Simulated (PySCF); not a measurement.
**CH₇ClP₂Si: electronic excitations at several levels of theory**

How much do the electronic excitations of CH₇ClP₂Si (`P[SiH](P)CCl`) depend on the level of theory, and what does each level cost?

Programs: PySCF 2.14.0, with density-fitted response routines of our own. Each step states its level of theory. These are calculated values for one molecule in the gas phase, unless marked as measured. Atoms count from 0, in the outputs and in this text.

### Step 1. The molecule as given

12 atoms, charge 0, multiplicity 1; geometry from: GFN2-xTB.

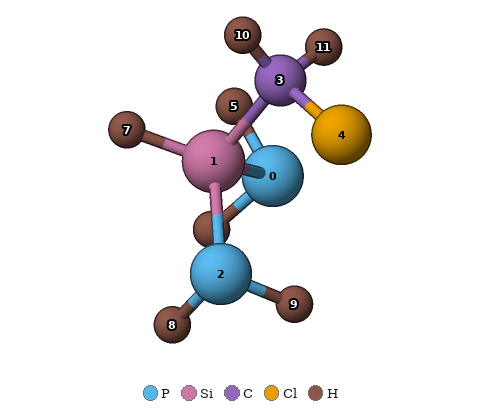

The starting geometry (phosphorus blue, silicon pink, carbon purple, chlorine amber, hydrogen brown), atoms numbered.

### Step 2. Relaxing the molecule at PBE0-D3(BJ)/def2-SVP

Job settings and geometry (Å):

```
{"job": {"xc": "PBE0", "basis": "def2-SVP", "d3": "d3bj", "grid": 1, "kind": "geom"}, "charge": 0, "multiplicity": 1}
P     -1.644031    -1.063135     0.808382
Si    -0.163227     0.056016    -0.477578
P      0.276603     2.160434     0.165943
C      1.533951    -0.822044    -0.232346
Cl     2.546776     0.215567     0.801116
H     -1.873129    -2.067898    -0.118106
H     -2.738764    -0.331313     0.380003
H     -0.472927     0.031941    -1.918458
H     -1.012016     2.630775    -0.044313
H      0.030558     1.932088     1.509951
H      2.070519    -0.958594    -1.166880
H      1.446886    -1.784522     0.266260
```

Log:

```text
step   0  E = -1473.66737877  max force = 0.019634
step   1  E = -1473.67358844  max force = 0.004289
step   2  E = -1473.67407527  max force = 0.001555
step   3  E = -1473.67441933  max force = 0.001041
step   4  E = -1473.67489537  max force = 0.002936
step   5  E = -1473.67561077  max force = 0.005495
step   6  E = -1473.67626273  max force = 0.005538
step   7  E = -1473.67711045  max force = 0.002138
step   8  E = -1473.67729403  max force = 0.001027
step   9  E = -1473.67732961  max force = 0.000831
step  10  E = -1473.67733966  max force = 0.000194
optimisation converged
```

Wall time 58 s (1 thread, shared host).

Along the way:

| step | energy from step 0 (eV) | largest force component (eV/Å) |
| --- | --- | --- |
| 0 | 0.0000 | 1.0096 |
| 1 | -0.1690 | 0.2205 |
| 2 | -0.1822 | 0.0800 |
| 3 | -0.1916 | 0.0535 |
| 4 | -0.2045 | 0.1510 |
| 5 | -0.2240 | 0.2826 |
| 6 | -0.2417 | 0.2848 |
| 7 | -0.2648 | 0.1099 |
| 8 | -0.2698 | 0.0528 |
| 9 | -0.2708 | 0.0427 |
| 10 | -0.2710 | 0.0100 |

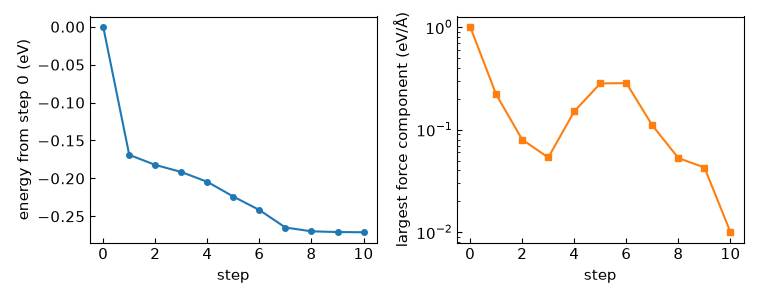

Energy and force, step by step.

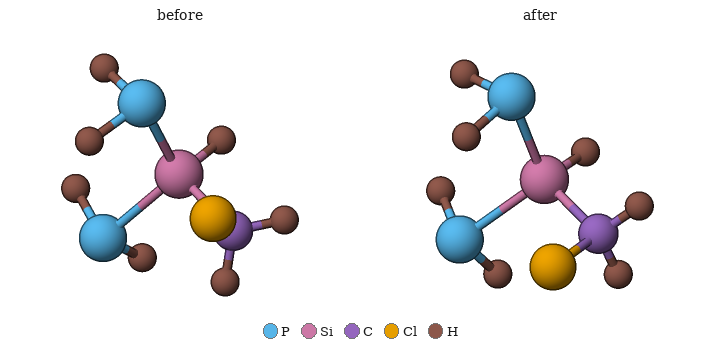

The geometry before (left) and after (right).

Distances of close pairs at the start and the end, largest changes first:

| bond | before (Å) | after (Å) | change (Å) |
| --- | --- | --- | --- |
| P0–H5 | 1.386 | 1.432 | +0.046 |
| P0–H6 | 1.385 | 1.430 | +0.045 |
| P2–H9 | 1.385 | 1.428 | +0.043 |
| P2–H8 | 1.388 | 1.430 | +0.042 |
| Si1–C3 | 1.927 | 1.897 | -0.029 |
| Si1–H7 | 1.474 | 1.498 | +0.024 |
| Si1–P2 | 2.244 | 2.260 | +0.016 |
| C3–H10 | 1.086 | 1.100 | +0.014 |

The next job starts from the end point, and lists it.

| at the end point | value |
| --- | --- |
| point group (found at 0.08 Å tolerance) | C1 |
| rotational constants (GHz, main isotopes) | 1.712, 1.450, 0.970 |
| dipole moment (D) | 2.04 |

### Step 3. Excited states and response: HF/def2-SVPD

Job settings and geometry (Å):

```
{"job": {"kind": "uv", "xc": "HF", "basis": "def2-SVPD", "ip": true}, "charge": 0, "multiplicity": 1}
P     -1.577323    -0.864009     0.993668
Si    -0.136052     0.048882    -0.494034
P      0.162842     2.259497    -0.128868
C      1.553342    -0.785185    -0.270900
Cl     2.131666    -0.564777     1.408800
H     -1.703573    -2.093003     0.270030
H     -2.711948    -0.276097     0.351762
H     -0.546964    -0.141991    -1.921998
H     -1.238809     2.539289    -0.096262
H      0.264271     2.086666     1.284977
H      2.299563    -0.343592    -0.948158
H      1.504952    -1.865418    -0.473462
```

Method: TDDFT HF/def2-SVPD, vertical, gas phase, core orbitals frozen in the response.

Log:

```text
final grid: 96336 points
cycle   1  E = -1471.3164785746  dE =  1.610e-01  |g| = 4.182e-01  |ddm| = 3.699e+00
cycle   2  E = -1471.3813643808  dE = -6.489e-02  |g| = 2.166e-01  |ddm| = 9.817e-01
cycle   3  E = -1471.3955093190  dE = -1.414e-02  |g| = 5.387e-02  |ddm| = 4.117e-01
cycle   4  E = -1471.3973598471  dE = -1.851e-03  |g| = 1.171e-02  |ddm| = 1.903e-01
cycle   5  E = -1471.3974585016  dE = -9.865e-05  |g| = 3.595e-03  |ddm| = 3.772e-02
cycle   6  E = -1471.3974703808  dE = -1.188e-05  |g| = 1.038e-03  |ddm| = 1.393e-02
cycle   7  E = -1471.3974713329  dE = -9.521e-07  |g| = 2.657e-04  |ddm| = 4.032e-03
cycle   8  E = -1471.3974713974  dE = -6.450e-08  |g| = 7.016e-05  |ddm| = 1.214e-03
cycle   9  E = -1471.3974714019  dE = -4.471e-09  |g| = 2.289e-05  |ddm| = 2.897e-04
cycle  10  E = -1471.3974714025  dE = -5.755e-10  |g| = 7.374e-06  |ddm| = 1.027e-04
converged SCF energy = -1471.3974714025

Static polarisability (au): isotropic 103.469, principal 95.150 101.889 113.369

Singlet excitations
state   eV       nm        f      main configurations
  1   6.8743    180.4   0.06122   H->L+4 0.22, H->L 0.15, H->L+5 0.11
  2   6.9688    177.9   0.02468   H->L+8 0.20, H->L+6 0.16, H->L+2 0.15
  3   7.2186    171.8   0.09574   H->L 0.42, H->L+2 0.15
  4   7.4509    166.4   0.05843   H-1->L 0.45
  5   7.6080    163.0   0.32109   H->L+1 0.35, H->L+5 0.12, H-2->L+1 0.09
  6   7.6606    161.8   0.19023   H-2->L+1 0.29
  7   7.7979    159.0   0.14929   H-1->L+1 0.18, H->L+4 0.12, H->L+2 0.11
  8   8.1325    152.5   0.06342   H-3->L+1 0.23
  9   8.1860    151.5   0.03909   H->L+9 0.12, H->L+4 0.10, H->L+5 0.08
 10   8.4125    147.4   0.06690   H-1->L+1 0.28

Triplet excitations (Tamm-Dancoff, eV): 5.4870 5.6044 5.6172 5.7212
Vertical ionisation energy (delta-SCF) = 8.6117 eV
```

Run time: 25 s. Hardware: 1 thread, shared host.

Frontier orbitals and where they lie:

| orbital | eV | atoms |
| --- | --- | --- |
| HOMO−3 | -12.04 | Cl4 61 %, C3 12 %, P2 8 % |
| HOMO−2 | -11.40 | Cl4 50 %, C3 21 %, Si1 12 % |
| HOMO−1 | -10.41 | P0 45 %, P2 22 %, Si1 11 % |
| HOMO | -9.82 | P2 41 %, P0 29 %, Si1 15 % |
| LUMO | 2.23 | Si1 30 %, H7 8 %, P2 8 % |
| LUMO+1 | 2.62 | Cl4 44 %, Si1 11 %, P2 10 % |
| LUMO+2 | 3.00 | Cl4 16 %, Si1 16 %, P2 15 % |

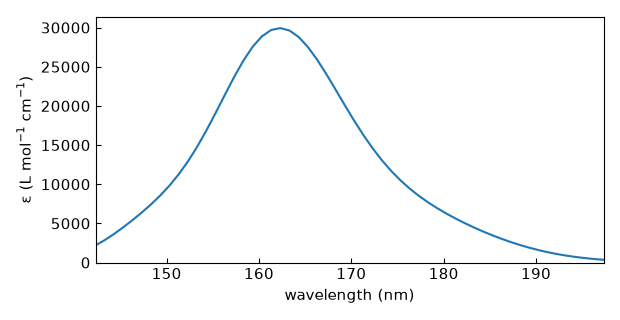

Absorption spectrum: each of the 10 states is a Gaussian band of 0.4 eV half-width at 1/e. Beyond the last state computed it falls off for lack of states.

Further results of this job:

| property | computed |
| --- | --- |
| dipole moment (D) | 2.30 |
| polarisability (Å³) | 15.33 |
| HOMO–LUMO gap (eV) | 12.05 |
| −ε(HOMO) (eV) | 9.82 |

### Step 4. Excited states and response: LDA/def2-SVPD

The job, as its differences from that of step 3:

```diff
@@ -1,2 +1,2 @@
-{"job": {"kind": "uv", "xc": "HF", "basis": "def2-SVPD", "ip": true}, "charge": 0, "multiplicity": 1}
+{"job": {"kind": "uv", "xc": "LDA", "basis": "def2-SVPD", "ip": true}, "charge": 0, "multiplicity": 1}
 P     -1.577323    -0.864009     0.993668
```

Method: TDDFT LDA/def2-SVPD, vertical, gas phase, core orbitals frozen in the response.

Log:

```text
coarse grid: 11928 points
cycle   1  E = -1468.5128519202  dE =  6.453e-02  |g| = 2.931e-01  |ddm| = 4.069e+00
cycle   2  E = -1468.4922711281  dE =  2.058e-02  |g| = 3.970e-01  |ddm| = 1.207e+00
cycle   3  E = -1468.5385187792  dE = -4.625e-02  |g| = 8.560e-02  |ddm| = 6.556e-01
cycle   4  E = -1468.5403548283  dE = -1.836e-03  |g| = 3.788e-02  |ddm| = 1.779e-01
cycle   5  E = -1468.5407393368  dE = -3.845e-04  |g| = 1.085e-02  |ddm| = 6.053e-02
cycle   6  E = -1468.5407829671  dE = -4.363e-05  |g| = 1.670e-03  |ddm| = 2.086e-02
cycle   7  E = -1468.5407840624  dE = -1.095e-06  |g| = 4.472e-04  |ddm| = 4.038e-03
final grid: 96336 points
cycle   8  E = -1468.7023193780  dE = -1.477e-05  |g| = 1.886e-03  |ddm| = 5.300e-02
cycle   9  E = -1468.7023183585  dE =  1.020e-06  |g| = 2.649e-03  |ddm| = 6.890e-03
cycle  10  E = -1468.7023202585  dE = -1.900e-06  |g| = 6.252e-04  |ddm| = 3.911e-03
cycle  11  E = -1468.7023203731  dE = -1.146e-07  |g| = 1.697e-04  |ddm| = 1.062e-03
cycle  12  E = -1468.7023203828  dE = -9.718e-09  |g| = 2.823e-05  |ddm| = 3.063e-04
cycle  13  E = -1468.7023203831  dE = -2.706e-10  |g| = 8.957e-06  |ddm| = 6.625e-05
converged SCF energy = -1468.7023203831

Static polarisability (au): isotropic 115.247, principal 103.545 114.474 127.722

Singlet excitations
state   eV       nm        f      main configurations
  1   5.2047    238.2   0.02396   H->L 0.85, H->L+1 0.10
  2   5.4634    226.9   0.00706   H-1->L 0.80, H->L+1 0.10
  3   5.5419    223.7   0.00810   H->L+1 0.75, H-1->L 0.08
  4   5.8004    213.8   0.00069   H-2->L 0.82
  5   5.8137    213.3   0.00377   H-1->L+1 0.71, H->L+2 0.17
  6   5.8851    210.7   0.00949   H->L+2 0.72, H-1->L+1 0.14
  7   5.9371    208.8   0.04063   H->L+3 0.76, H-1->L+3 0.09
  8   6.1174    202.7   0.00224   H-1->L+2 0.62, H-3->L 0.11, H-1->L+3 0.10
  9   6.1618    201.2   0.00179   H-3->L 0.70, H-1->L+2 0.11
 10   6.2104    199.6   0.01505   H-2->L+1 0.46, H->L+5 0.23, H-1->L+3 0.13

Triplet excitations (Tamm-Dancoff, eV): 4.8886 5.1923 5.3148 5.5116
Vertical ionisation energy (delta-SCF) = 8.9508 eV
Vertical electron affinity (delta-SCF) = -0.6033 eV
```

Wall time 96 s (1 thread, shared host).

Key values: HOMO -6.44 eV, LUMO -1.39 eV; lowest singlet 5.20 eV.

### Step 5. Excited states and response: PBE/def2-SVPD

The job, as its differences from that of step 4:

```diff
@@ -1,2 +1,2 @@
-{"job": {"kind": "uv", "xc": "LDA", "basis": "def2-SVPD", "ip": true}, "charge": 0, "multiplicity": 1}
+{"job": {"kind": "uv", "xc": "PBE", "basis": "def2-SVPD", "ip": true}, "charge": 0, "multiplicity": 1}
 P     -1.577323    -0.864009     0.993668
```

With the program's defaults for keys left out, this is: TDDFT PBE/def2-SVPD, vertical, gas phase, core orbitals frozen in the response.

Log:

```text
coarse grid: 11928 points
cycle   1  E = -1473.3095217617  dE =  5.830e-02  |g| = 2.694e-01  |ddm| = 4.171e+00
cycle   2  E = -1473.2973288778  dE =  1.219e-02  |g| = 3.431e-01  |ddm| = 1.074e+00
cycle   3  E = -1473.3313982944  dE = -3.407e-02  |g| = 7.700e-02  |ddm| = 5.678e-01
cycle   4  E = -1473.3329836357  dE = -1.585e-03  |g| = 3.038e-02  |ddm| = 1.611e-01
cycle   5  E = -1473.3332285367  dE = -2.449e-04  |g| = 9.518e-03  |ddm| = 4.995e-02
cycle   6  E = -1473.3332622897  dE = -3.375e-05  |g| = 1.510e-03  |ddm| = 1.818e-02
cycle   7  E = -1473.3332631795  dE = -8.899e-07  |g| = 3.678e-04  |ddm| = 3.622e-03
final grid: 96336 points
cycle   8  E = -1473.5448267234  dE = -1.694e-05  |g| = 7.740e-03  |ddm| = 9.004e-02
cycle   9  E = -1473.5447862566  dE =  4.047e-05  |g| = 1.420e-02  |ddm| = 2.740e-02
cycle  10  E = -1473.5448425026  dE = -5.625e-05  |g| = 1.768e-03  |ddm| = 1.839e-02
cycle  11  E = -1473.5448435415  dE = -1.039e-06  |g| = 1.481e-04  |ddm| = 2.929e-03
cycle  12  E = -1473.5448435491  dE = -7.591e-09  |g| = 3.411e-05  |ddm| = 3.770e-04
cycle  13  E = -1473.5448435495  dE = -3.631e-10  |g| = 9.121e-06  |ddm| = 7.101e-05
converged SCF energy = -1473.5448435495

Static polarisability (au): isotropic 113.333, principal 101.838 112.501 125.661

Singlet excitations
state   eV       nm        f      main configurations
  1   5.2823    234.7   0.02480   H->L 0.85, H->L+1 0.09
  2   5.5580    223.1   0.00594   H-1->L 0.73, H->L+1 0.17
  3   5.6195    220.6   0.00863   H->L+1 0.68, H-1->L 0.14
  4   5.8551    211.8   0.00095   H-2->L 0.85
  5   5.9011    210.1   0.00113   H-1->L+1 0.49, H->L+2 0.41
  6   5.9555    208.2   0.00943   H->L+2 0.40, H-1->L+1 0.34, H->L+3 0.11
  7   5.9685    207.7   0.04514   H->L+3 0.67
  8   6.1916    200.2   0.00285   H-1->L+2 0.62, H-3->L 0.17
  9   6.2346    198.9   0.00160   H-3->L 0.63, H-1->L+2 0.15
 10   6.2770    197.5   0.01429   H-2->L+1 0.28, H-1->L+3 0.25, H->L+5 0.19

Triplet excitations (Tamm-Dancoff, eV): 4.8652 5.1707 5.3526 5.4402
Vertical ionisation energy (delta-SCF) = 8.8331 eV
Vertical electron affinity (delta-SCF) = -0.7555 eV
```

It took 1.8 min on 1 thread, shared host.

This run: HOMO -6.35 eV, LUMO -1.22 eV; lowest singlet 5.28 eV.

### Step 6. Ultraviolet spectrum: B3LYP/def2-SVPD

The job, as its differences from that of step 5:

```diff
@@ -1,2 +1,2 @@
-{"job": {"kind": "uv", "xc": "PBE", "basis": "def2-SVPD", "ip": true}, "charge": 0, "multiplicity": 1}
+{"job": {"kind": "uv", "xc": "B3LYP", "basis": "def2-SVPD", "ip": true}, "charge": 0, "multiplicity": 1}
 P     -1.577323    -0.864009     0.993668
```

Method: TDDFT B3LYP/def2-SVPD, vertical, gas phase, core orbitals frozen in the response.

Log:

```text
coarse grid: 11928 points
cycle   1  E = -1474.1545557747  dE =  6.607e-02  |g| = 2.188e-01  |ddm| = 4.004e+00
cycle   2  E = -1474.1568011888  dE = -2.245e-03  |g| = 2.054e-01  |ddm| = 8.205e-01
cycle   3  E = -1474.1703605938  dE = -1.356e-02  |g| = 3.576e-02  |ddm| = 4.095e-01
cycle   4  E = -1474.1707682171  dE = -4.076e-04  |g| = 1.503e-02  |ddm| = 8.760e-02
cycle   5  E = -1474.1708423737  dE = -7.416e-05  |g| = 4.682e-03  |ddm| = 2.831e-02
cycle   6  E = -1474.1708484127  dE = -6.039e-06  |g| = 1.100e-03  |ddm| = 7.701e-03
final grid: 96336 points
cycle   7  E = -1474.3349982062  dE = -1.055e-05  |g| = 4.074e-03  |ddm| = 4.164e-02
cycle   8  E = -1474.3349920854  dE =  6.121e-06  |g| = 6.253e-03  |ddm| = 1.145e-02
cycle   9  E = -1474.3350025071  dE = -1.042e-05  |g| = 3.522e-04  |ddm| = 7.034e-03
cycle  10  E = -1474.3350025493  dE = -4.222e-08  |g| = 9.191e-05  |ddm| = 7.682e-04
cycle  11  E = -1474.3350025523  dE = -3.000e-09  |g| = 2.934e-05  |ddm| = 2.211e-04
cycle  12  E = -1474.3350025526  dE = -2.972e-10  |g| = 6.931e-06  |ddm| = 6.272e-05
converged SCF energy = -1474.3350025526

Static polarisability (au): isotropic 110.427, principal 99.978 109.171 122.134

Singlet excitations
state   eV       nm        f      main configurations
  1   5.8694    211.2   0.05825   H->L 0.90
  2   6.1230    202.5   0.00679   H->L+1 0.95
  3   6.1891    200.3   0.02015   H-1->L 0.72, H->L+3 0.22
  4   6.3174    196.3   0.00427   H->L+2 0.41, H->L+3 0.38
  5   6.3645    194.8   0.03588   H->L+2 0.36, H->L+3 0.28, H-1->L 0.16
  6   6.4403    192.5   0.01653   H-2->L 0.77, H-2->L+1 0.11
  7   6.5223    190.1   0.02251   H-1->L+1 0.79
  8   6.7136    184.7   0.06270   H-1->L+2 0.62, H->L+4 0.12, H->L+2 0.09
  9   6.8213    181.8   0.04565   H->L+4 0.38, H-1->L+3 0.18, H-2->L+1 0.14
 10   6.8606    180.7   0.05081   H-2->L+1 0.56, H-1->L+3 0.12

Triplet excitations (Tamm-Dancoff, eV): 5.1667 5.4899 5.6373 5.6525
Vertical ionisation energy (delta-SCF) = 9.1286 eV
```

Wall time 94 s (1 thread, shared host).

Key values: HOMO -7.20 eV, LUMO -0.58 eV; lowest singlet 5.87 eV.

### Step 7. Ultraviolet spectrum: PBE0/def2-SVPD

The job, as its differences from that of step 6:

```diff
@@ -1,2 +1,2 @@
-{"job": {"kind": "uv", "xc": "B3LYP", "basis": "def2-SVPD", "ip": true}, "charge": 0, "multiplicity": 1}
+{"job": {"kind": "uv", "xc": "PBE0", "basis": "def2-SVPD", "ip": true}, "charge": 0, "multiplicity": 1}
 P     -1.577323    -0.864009     0.993668
```

With the program's defaults for keys left out, this is: TDDFT PBE0/def2-SVPD, vertical, gas phase, core orbitals frozen in the response.

Log:

```text
coarse grid: 11928 points
cycle   1  E = -1473.5104514458  dE =  6.763e-02  |g| = 1.974e-01  |ddm| = 3.987e+00
cycle   2  E = -1473.5136742372  dE = -3.223e-03  |g| = 1.780e-01  |ddm| = 7.418e-01
cycle   3  E = -1473.5239723883  dE = -1.030e-02  |g| = 3.601e-02  |ddm| = 3.640e-01
cycle   4  E = -1473.5243389784  dE = -3.666e-04  |g| = 1.638e-02  |ddm| = 7.513e-02
cycle   5  E = -1473.5244151093  dE = -7.613e-05  |g| = 4.004e-03  |ddm| = 2.623e-02
cycle   6  E = -1473.5244199383  dE = -4.829e-06  |g| = 8.545e-04  |ddm| = 8.187e-03
final grid: 96336 points
cycle   7  E = -1473.6840186583  dE = -1.526e-05  |g| = 5.122e-03  |ddm| = 6.849e-02
cycle   8  E = -1473.6840138172  dE =  4.841e-06  |g| = 6.659e-03  |ddm| = 1.600e-02
cycle   9  E = -1473.6840259763  dE = -1.216e-05  |g| = 7.683e-04  |ddm| = 8.866e-03
cycle  10  E = -1473.6840261591  dE = -1.828e-07  |g| = 6.187e-05  |ddm| = 1.347e-03
cycle  11  E = -1473.6840261600  dE = -9.500e-10  |g| = 3.446e-05  |ddm| = 1.847e-04
cycle  12  E = -1473.6840261604  dE = -3.911e-10  |g| = 7.846e-06  |ddm| = 7.486e-05
converged SCF energy = -1473.6840261604

Static polarisability (au): isotropic 109.666, principal 99.225 108.463 121.310

Singlet excitations
state   eV       nm        f      main configurations
  1   6.0299    205.6   0.06705   H->L 0.86
  2   6.3253    196.0   0.01847   H-1->L 0.47, H->L+3 0.35
  3   6.3409    195.5   0.01188   H->L+1 0.81, H-1->L 0.12
  4   6.4542    192.1   0.00691   H->L+2 0.63, H->L+3 0.12
  5   6.5047    190.6   0.03192   H->L+3 0.37, H-1->L 0.31, H->L+2 0.12
  6   6.5823    188.4   0.01833   H-2->L 0.72, H-2->L+1 0.16
  7   6.7232    184.4   0.02380   H-1->L+1 0.73, H->L+4 0.09
  8   6.8832    180.1   0.06627   H-1->L+2 0.41, H-1->L+1 0.16, H-1->L+3 0.13
  9   6.9682    177.9   0.12269   H->L+4 0.28, H-1->L+2 0.26, H-1->L+3 0.20
 10   7.0267    176.4   0.01280   H-3->L 0.58, H-3->L+1 0.21

Triplet excitations (Tamm-Dancoff, eV): 5.1899 5.4850 5.6284 5.6502
Vertical ionisation energy (delta-SCF) = 9.1783 eV
```

It took 1.8 min on 1 thread, shared host.

In short: HOMO -7.42 eV, LUMO -0.38 eV; lowest singlet 6.03 eV.

### Step 8. Ultraviolet spectrum: BHandHLYP/def2-SVPD

The job, as its differences from that of step 7:

```diff
@@ -1,2 +1,2 @@
-{"job": {"kind": "uv", "xc": "PBE0", "basis": "def2-SVPD", "ip": true}, "charge": 0, "multiplicity": 1}
+{"job": {"kind": "uv", "xc": "BHandHLYP", "basis": "def2-SVPD", "ip": true}, "charge": 0, "multiplicity": 1}
 P     -1.577323    -0.864009     0.993668
```

Level: TDDFT BHandHLYP/def2-SVPD, vertical, gas phase, core orbitals frozen in the response.

Log:

```text
coarse grid: 11928 points
cycle   1  E = -1474.0939608783  dE =  9.530e-02  |g| = 2.492e-01  |ddm| = 3.834e+00
cycle   2  E = -1474.1081278220  dE = -1.417e-02  |g| = 1.973e-01  |ddm| = 7.744e-01
cycle   3  E = -1474.1198646419  dE = -1.174e-02  |g| = 4.062e-02  |ddm| = 3.568e-01
cycle   4  E = -1474.1203797522  dE = -5.151e-04  |g| = 1.530e-02  |ddm| = 8.009e-02
cycle   5  E = -1474.1204535548  dE = -7.380e-05  |g| = 2.758e-03  |ddm| = 2.870e-02
cycle   6  E = -1474.1204564900  dE = -2.935e-06  |g| = 7.092e-04  |ddm| = 7.268e-03
final grid: 96336 points
cycle   7  E = -1474.2257987059  dE = -5.847e-06  |g| = 1.652e-03  |ddm| = 2.439e-02
cycle   8  E = -1474.2257987824  dE = -7.651e-08  |g| = 1.621e-03  |ddm| = 4.800e-03
cycle   9  E = -1474.2257994660  dE = -6.837e-07  |g| = 1.346e-04  |ddm| = 1.993e-03
cycle  10  E = -1474.2257994721  dE = -6.119e-09  |g| = 5.851e-05  |ddm| = 3.387e-04
cycle  11  E = -1474.2257994734  dE = -1.314e-09  |g| = 1.031e-05  |ddm| = 1.377e-04
cycle  12  E = -1474.2257994735  dE = -4.729e-11  |g| = 3.367e-06  |ddm| = 2.739e-05
converged SCF energy = -1474.2257994735

Static polarisability (au): isotropic 106.928, principal 97.457 105.491 117.835

Singlet excitations
state   eV       nm        f      main configurations
  1   6.4126    193.3   0.07797   H->L 0.67, H->L+3 0.14
  2   6.6362    186.8   0.02122   H->L+2 0.27, H->L+3 0.17, H->L+5 0.16
  3   6.7092    184.8   0.01041   H->L+3 0.27, H->L+1 0.27, H->L+2 0.15
  4   6.8492    181.0   0.07775   H->L+1 0.41, H-1->L 0.10, H->L+3 0.09
  5   6.8830    180.1   0.03507   H-1->L 0.61, H->L+2 0.11
  6   6.9967    177.2   0.08627   H-2->L+1 0.30, H-2->L 0.26, H->L+1 0.10
  7   7.1445    173.5   0.09311   H-1->L+1 0.32, H->L+4 0.21, H-1->L+2 0.17
  8   7.3667    168.3   0.23935   H-1->L+2 0.21, H->L+2 0.11, H-1->L+1 0.09
  9   7.4087    167.3   0.04490   H->L+4 0.18, H-1->L+3 0.16, H-3->L+1 0.11
 10   7.4794    165.8   0.01999   H-1->L+1 0.24, H-3->L+1 0.18, H-3->L 0.11

Triplet excitations (Tamm-Dancoff, eV): 5.4208 5.7064 5.7518 5.7732
Vertical ionisation energy (delta-SCF) = 9.2879 eV
```

Wall time 1.7 min (1 thread, shared host).

This run: HOMO -8.35 eV, LUMO 0.43 eV; lowest singlet 6.41 eV.

(Part 1 of 2 ends here.)
